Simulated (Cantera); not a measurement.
Input: 1 mol SiHCl3, 0.27 mol HCl, 13 mol H2, held at 4.60 mbar.

Equilibrium computed with Cantera from the NASA thermochemical tables; the gas is ideal and each condensed phase is pure. Candidate condensed phases: Si; 19 gas species. The tables' values for SiCl, SiCl3 are old estimates; treat these amounts as uncertain. Gases not in the tables: Si2H6 and higher silanes. Kinetics and transport are ignored.

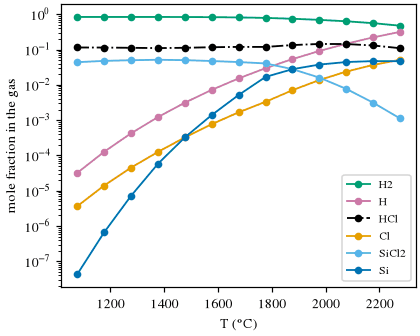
*Equilibrium gas composition (values under 1e-9 drawn at 1e-9)*

Read off the mole fractions at 1377 °C.

H2 about 0.84, HCl about 0.11, SiCl2 about 0.051, H about 0.0012, Cl about 0.00013, Si about 5.8e-5.
